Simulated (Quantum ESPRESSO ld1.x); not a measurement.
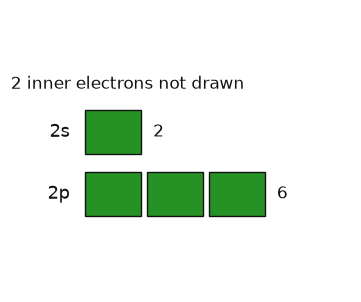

The outer shells as the input fills them: a box for each of the 2l + 1 orbitals, shaded by the share of the shell that is filled, with the electron count at the right.

# Run report: Ne, atomic calculation

- system: Ne, configuration typed as [Ne].
- method: radial all-electron Kohn-Sham run of Quantum ESPRESSO ld1.x with rel=0, dft='PBESOL' as typed

## Input file
```
 &input
    zed=10.0,
    iswitch=1,
    rel=0,
    dft='PBESOL',
    config='[Ne]',
    isic=1,
    latt=1,
    prefix='ld1',
    max_out_wfc=37,
    file_charge='ld1.rho',
 /
```

Hardware: 1 CPU thread, shared host.

Command:
```bash
OMP_NUM_THREADS=1 ld1.x < ld1.in > ld1.out
```

## The program's output
```
     Program LD1 v.7.5 starts

 %%%%%%%%%%%%%%%%%%%%%%%%%%%%%%%%%%%%%%%%%%%%%%%%%%%%%%%%%%%%%%%%%%%%%%%%%%%%%%
     Error in routine ld1_readin (1):
     isic and latter correction not allowed
 %%%%%%%%%%%%%%%%%%%%%%%%%%%%%%%%%%%%%%%%%%%%%%%%%%%%%%%%%%%%%%%%%%%%%%%%%%%%%%

     stopping ...
```

## What the run reported

- outcome: refused by the program

## What went wrong

The input is odd on purpose: SIC with Latter tail. The program refused the input: “Error in routine ld1_readin (1): isic and latter correction not allowed”.
